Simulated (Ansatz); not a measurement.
SiSbH₅: several calculations on one system

### Relaxation

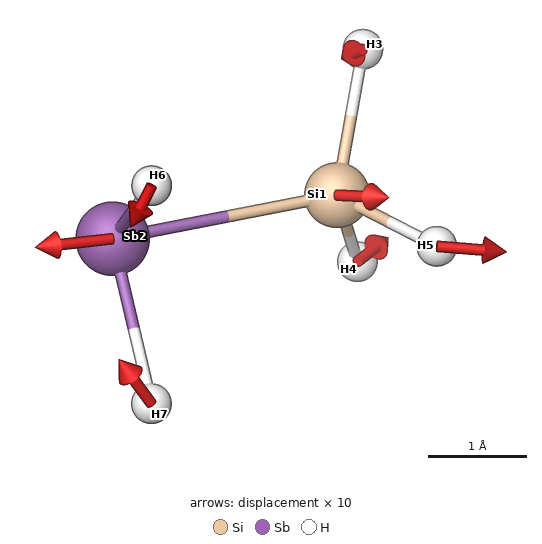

This is a relaxation of SiSbH5 (coarse preliminary run). The starting structure is drawn; red arrows show the displacements, 10 times their true length. The two geometries are superimposed by the best rigid fit.

A ball-and-stick model, seen from a free direction.

Method: RKS PBE-D4/def2-SVP (Ansatz 0.2.0).

The input:
```yaml
crystal:
  periodic: [false, false, false]
  atoms:
    - {symbol: Si, position_ang: [-0.615400, -0.594700, -0.409900]}
    - {symbol: Sb, position_ang: [1.138500, 0.106200, 1.205800]}
    - {symbol: H, position_ang: [-1.927700, -0.869100, 0.301700]}
    - {symbol: H, position_ang: [-0.153700, -1.716500, -1.190600]}
    - {symbol: H, position_ang: [-0.918500, 0.559900, -1.360800]}
    - {symbol: H, position_ang: [0.374600, 1.682500, 1.495300]}
    - {symbol: H, position_ang: [2.163500, 0.763700, -0.087300]}
basis:
  gaussian: {orbitals: def2-SVP}
hamiltonian: {xc: pbe, dispersion: d4}
relax: {f_tol: 0.03, max_steps: 250}
```

What happened in the run?

Answer. The optimiser took 4 steps. The atom that moves furthest after the best rigid fit is Sb2 (0.086 Å). By element the largest moves are Sb 0.086 Å, H 0.074 Å, Si 0.069 Å. Some distances before and after: Si1–Sb2 2.486 → 2.606 Å, Si1–H4 1.443 → 1.505 Å, Sb2–H6 1.775 → 1.736 Å, Si1–H5 1.526 → 1.504 Å. Among the angles between lasting bonds that change: H3–Si1–H4 112.9° → 108.5°, H3–Si1–H5 104.9° → 109.0°, Si1–Sb2–H6 93.0° → 89.9°. The run took roughly 8 core-seconds on a shared host.

### Relaxation

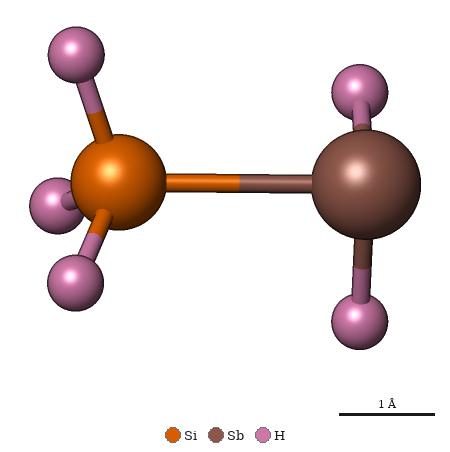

Starting structure of SiSbH₅. A ball-and-stick model, seen at a tilt.

Level of theory: RKS PBE0-D4/def2-TZVP in Ansatz.

Input
```yaml
crystal:
  periodic: [false, false, false]
  atoms:
    - {symbol: Si, position_ang: [-0.650007, -0.546809, -0.446042]}
    - {symbol: Sb, position_ang: [1.194453, 0.130137, 1.266485]}
    - {symbol: H, position_ang: [-1.903960, -0.900829, 0.307453]}
    - {symbol: H, position_ang: [-0.190835, -1.761683, -1.206903]}
    - {symbol: H, position_ang: [-0.959079, 0.555179, -1.421931]}
    - {symbol: H, position_ang: [0.422897, 1.669904, 1.482566]}
    - {symbol: H, position_ang: [2.147832, 0.786102, -0.027428]}
basis:
  gaussian: {orbitals: def2-TZVP}
hamiltonian: {xc: pbe0, dispersion: d4}
relax: {f_tol: 0.005, max_steps: 200}
```

Q: Predict the outcome.

A: The energy falls by 0.56 kcal/mol in 4 geometry steps. Largest force component: 0.45 eV/Å at the start, 0.0015 eV/Å at the end. The atom that moves furthest after the best rigid fit is Sb2 (0.035 Å). Largest moves by element: Sb 0.035 Å, H 0.026 Å, Si 0.008 Å. Near-neighbour distances that change, for instance: Si1–Sb2 2.606 → 2.574 Å, Sb2–H6 1.736 → 1.708 Å, Si1–H5 1.504 → 1.485 Å, Si1–H3 1.505 → 1.487 Å.

Step by step:

```csv
step,"E − E(0), kcal/mol","largest force component, eV/Å"
0,0.00,0.4486
1,-0.23,0.4529
2,-0.55,0.0659
3,-0.56,0.0137
4,-0.56,0.0015
```

The structure at the end:

```xyz
7

Si   -0.6481   -0.5393   -0.4471
Sb    1.1767    0.1379    1.2374
H    -1.8828   -0.8895    0.3039
H    -0.1877   -1.7434   -1.1883
H    -0.9615    0.5386   -1.4199
H     0.4242    1.6510    1.4885
H     2.1405    0.7768   -0.0203
```

### Distortion

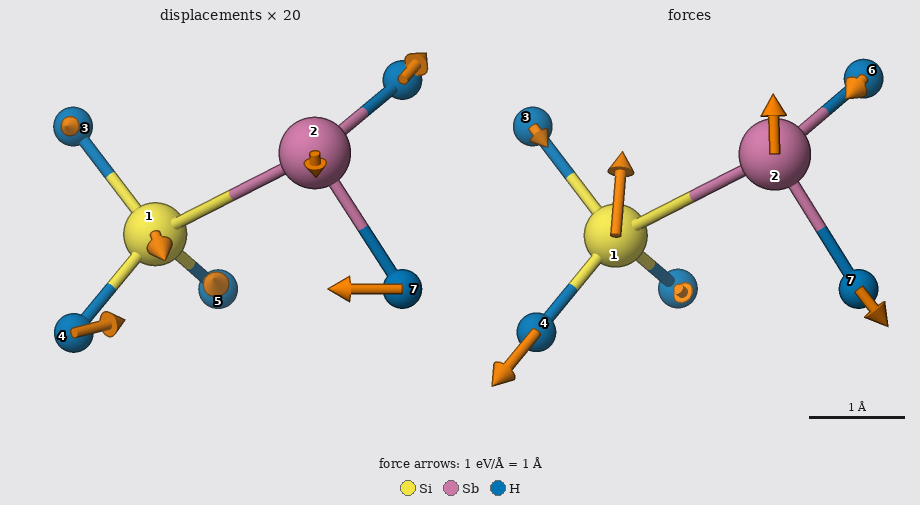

Left: SiSbH5, with orange arrows for the displacements applied to it. Right: the displaced structure with the computed forces. Style: ball-and-stick. Shown at a tilt.

Method: Ansatz 0.2.0, RKS PBE0-D4/def2-TZVPP. 

Question: Describe the distortion and the response.

Answer: All atoms are moved at random (σ = 0.02 Å) from the PBE0-D4/def2-TZVP minimum. The energy rises by 0.92 kcal/mol. The largest force is 0.98 eV/Å, on Si1. The forces mostly point back along the displacements (cosine −0.70). At other levels of theory the same distortion costs 1.18 kcal/mol (RKS PBE-D4/def2-TZVPP), 0.92 kcal/mol (RKS r2SCAN-D4/def2-TZVPP), 0.66 kcal/mol (RKS wB97M-V/def2-TZVPP), 0.80 kcal/mol (RHF-CCSD(T), frozen core/def2-TZVPP). Some distances before and after: Si1–H4 1.487 → 1.444 Å, Sb2–H7 1.709 → 1.675 Å, Sb2–H6 1.708 → 1.736 Å, Si1–Sb2 2.574 → 2.555 Å.

### Distortion

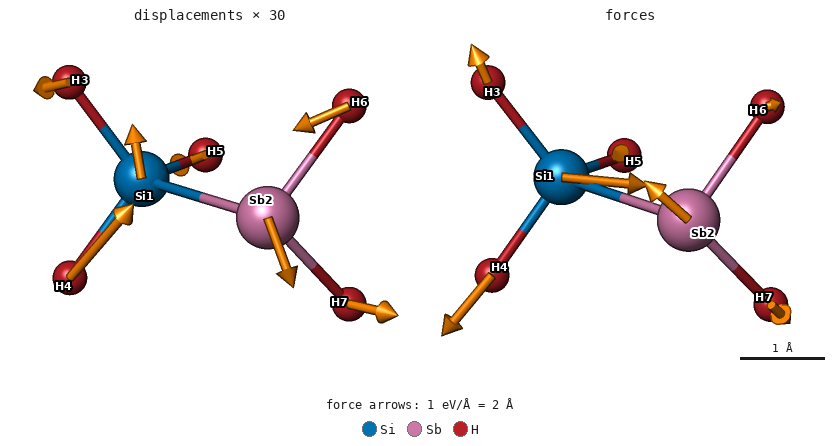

Left: SiSbH₅, with orange arrows for the displacements applied to it. Right: the displaced structure with the computed forces. A ball-and-stick model, seen at a tilt.

Computed with RKS r2SCAN-D4/def2-TZVPP in Ansatz. 

Question: Where do the forces point?

Answer: All atoms are moved at random (σ = 0.02 Å) from the PBE0-D4/def2-TZVP minimum. Energy change: +1.78 kJ/mol. The largest force is 0.53 eV/Å, on Si1. The forces point partly back along the displacements (cosine −0.55). At other levels of theory the same distortion costs 2.50 kJ/mol (RKS PBE-D4/def2-TZVPP), 1.97 kJ/mol (RKS PBE0-D4/def2-TZVPP), 1.41 kJ/mol (RKS wB97M-V/def2-TZVPP), 1.41 kJ/mol (RHF-CCSD(T), frozen core/def2-TZVPP). Among the bonded contacts that change: Si1–H4 1.487 → 1.460 Å, Si1–Sb2 2.574 → 2.595 Å, Si1–H3 1.487 → 1.470 Å, Sb2–H7 1.709 → 1.692 Å. Among the angles between lasting bonds that change: Sb2–Si1–H4 108.6° → 106.6°.
